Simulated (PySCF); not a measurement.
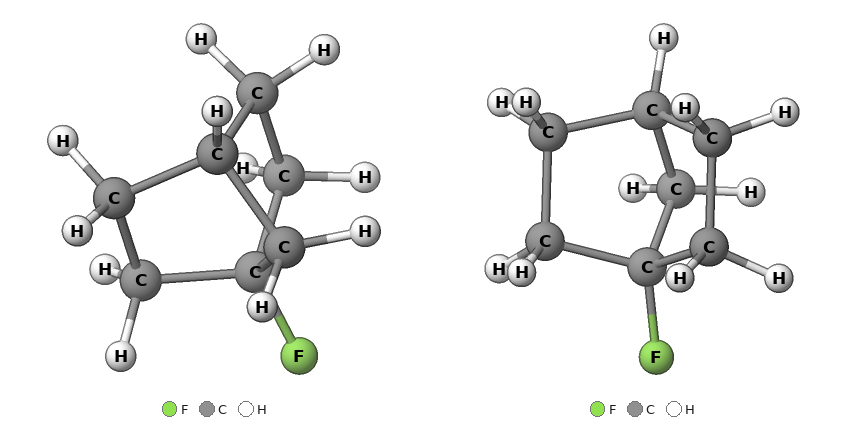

The same structure drawn twice, from different directions.

Describe the molecule.

It has 19 atoms: 7 carbon, 11 hydrogen and 1 fluorine (C₇H₁₁F). Its SMILES string is `F[C@]12CC[C@H](CC1)C2`. Independent rings (smallest set): 2 of 5 members. Among its groups: C–F bond. This geometry has Cs symmetry. Coordination, clear cases only: 6 C tetrahedral.

More results for the same structure follow; atom numbers are the same in all pictures, views and colours differ. Computed geometry: PBE0-D3(BJ)/def2-SVP optimisation. No frequency run is at hand to confirm it as a minimum.

Geometry

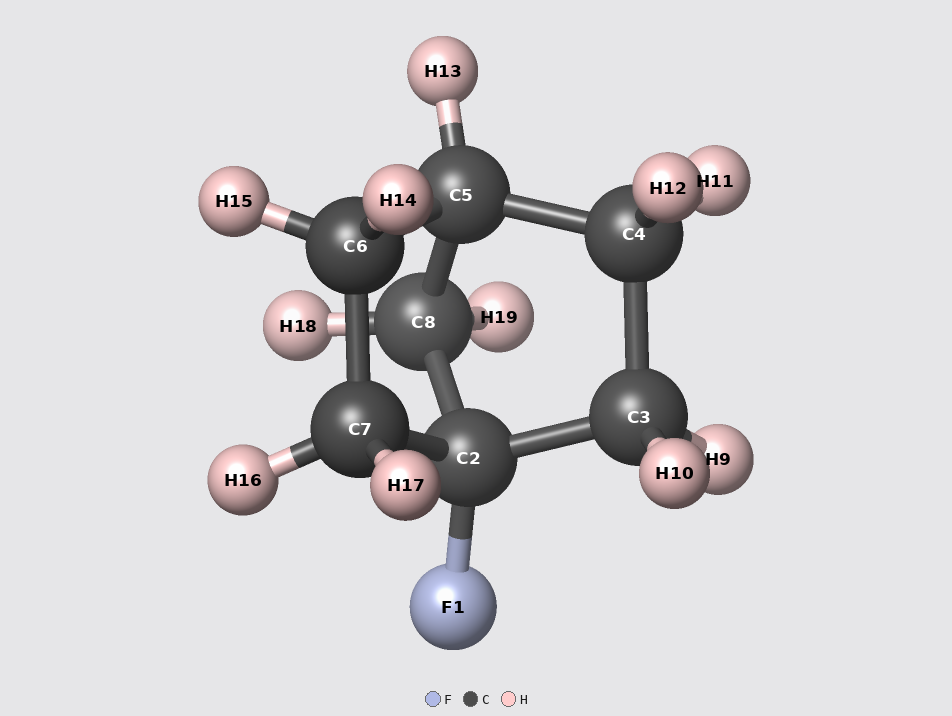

Numbered structure. No frequency run is at hand to confirm it as a minimum.

Give the bond lengths. Leave out bonds to hydrogen.

```
 bond  length (Å)   order
F1–C2       1.368  single
C2–C3       1.530  single
C2–C7       1.530  single
C2–C8       1.530  single
C3–C4       1.548  single
C4–C5       1.540  single
C5–C6       1.540  single
C5–C8       1.531  single
C6–C7       1.548  single
```

Ring current

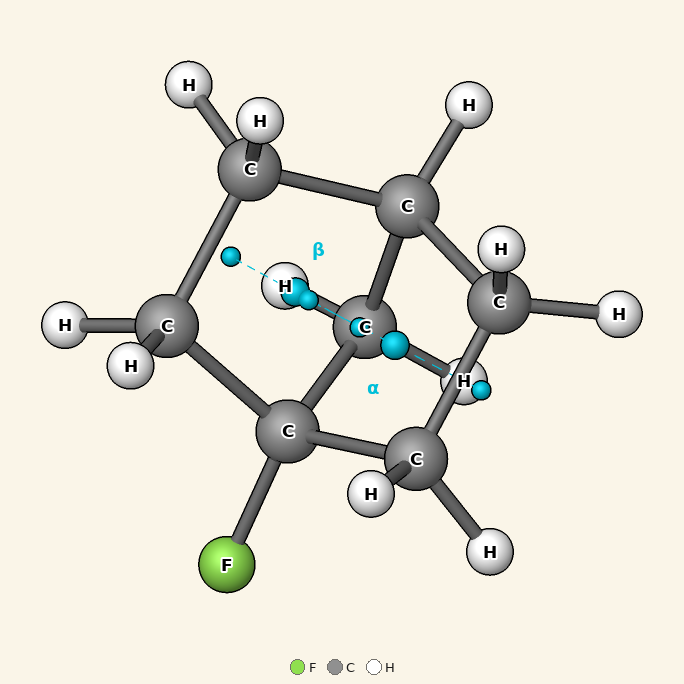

The small points mark where nucleus-independent chemical shifts (NICS) were computed: at the centre of each lettered ring and 1 Å above and below it. No frequency run is at hand to confirm it as a minimum. Level of theory: GIAO PBE0/STO-3G NMR shielding, non-relativistic, gas phase (PySCF 2.14.0).

Give NICS(0), NICS(1) and the out-of-plane component NICS(1)zz for each ring (means of the two sides).

```csv
ring,members,NICS(0),NICS(1),NICS(1)zz
α,C5,−9.5,−6.3,−7.2
β,C5,−9.5,−6.3,−7.2
```

Values in ppm.

NMR shielding

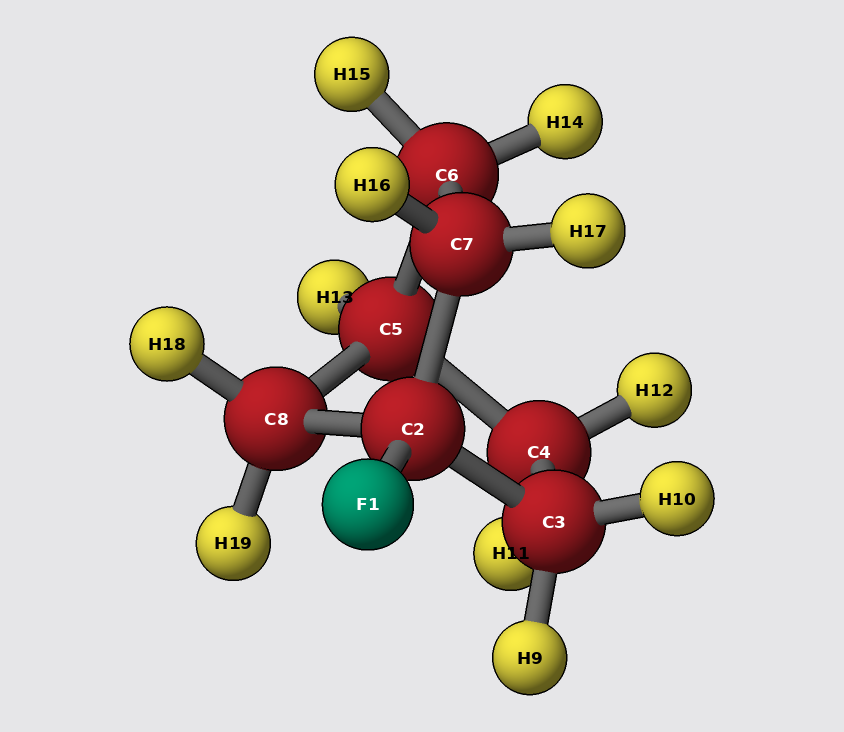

No frequency run is at hand to confirm it as a minimum. Level of theory: GIAO PBE0/6-31G* NMR shielding, non-relativistic, gas phase (PySCF 2.14.0). Principal shieldings σ11 ≤ σ22 ≤ σ33, span Ω = σ33 − σ11, skew κ = 3(σiso − σ22)/Ω.

Give the shielding tensors of the F atoms.

| atom | σ11 | σ22 | σ33 | σiso | Ω | κ |
| --- | --- | --- | --- | --- | --- | --- |
| F1 | 367.2 | 411.9 | 415.9 | 398.3 | 48.7 | −0.84 |

Shieldings and span in ppm.

Charges

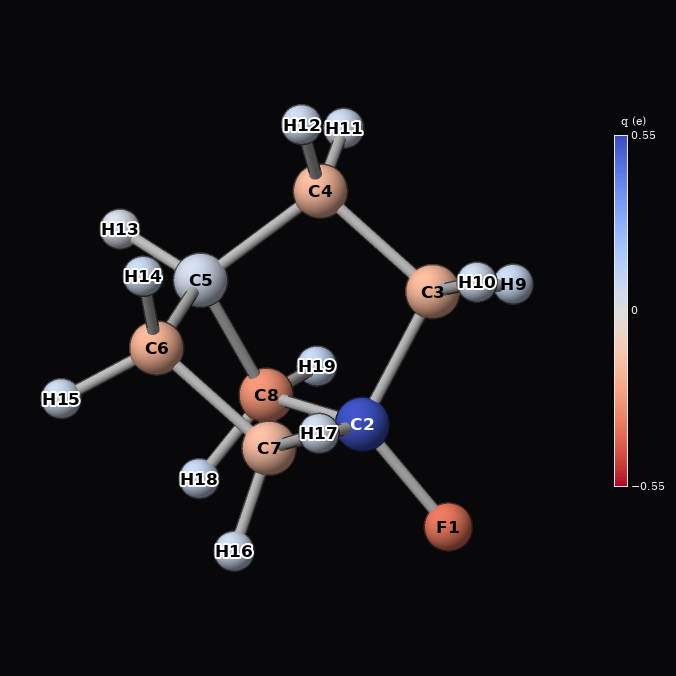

Atoms are coloured by their ESP-fitted charges. No frequency run is at hand to confirm it as a minimum. Level of theory: PBE0/6-31G, gas phase (PySCF 2.14.0).

List the ESP-fitted charges.

```json
{"atom": "F1", "value (e)": "−0.36"}
{"atom": "C2", "value (e)": "0.53"}
{"atom": "C3", "value (e)": "−0.18"}
{"atom": "C4", "value (e)": "−0.18"}
{"atom": "C5", "value (e)": "0.05"}
{"atom": "C6", "value (e)": "−0.19"}
{"atom": "C7", "value (e)": "−0.17"}
{"atom": "C8", "value (e)": "−0.29"}
{"atom": "H9", "value (e)": "0.07"}
{"atom": "H10", "value (e)": "0.06"}
{"atom": "H11", "value (e)": "0.07"}
{"atom": "H12", "value (e)": "0.07"}
{"atom": "H13", "value (e)": "0.03"}
{"atom": "H14", "value (e)": "0.08"}
{"atom": "H15", "value (e)": "0.07"}
{"atom": "H16", "value (e)": "0.07"}
{"atom": "H17", "value (e)": "0.06"}
{"atom": "H18", "value (e)": "0.09"}
{"atom": "H19", "value (e)": "0.10"}
```
